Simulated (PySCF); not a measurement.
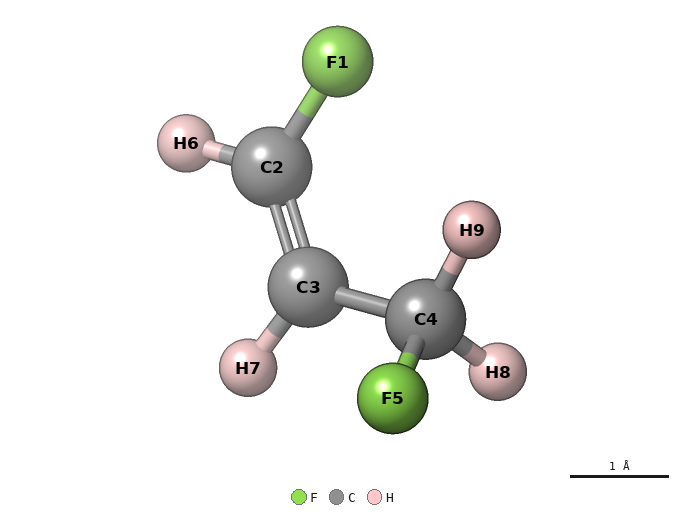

Orthographic view. Distant atoms are faded towards the background colour. The computed structure is the end point of a PBE0-D3(BJ)/def2-SVP optimisation. No frequency run is at hand to confirm it as a minimum.

Give the geometry as a Z-matrix, atoms in numerical order, with these reference atoms: 2 to 1; 3 to 2, 1; 4 to 3, 2, 1; 5 to 4, 3, 2; 6 to 2, 3, 4; 7 to 3, 2, 6; 8 to 4, 5, 3; 9 to 4, 8, 5.

```
F  
C    1   1.331
C    2   1.330   1   122.8
C    3   1.489   2   124.6   1    -0.3
F    4   1.375   3   110.5   2   127.6
H    2   1.094   3   124.7   4   179.2
H    3   1.093   2   117.5   6    -0.2
H    4   1.105   5   107.8   3  -120.6
H    4   1.101   8   108.3   5   118.0
```
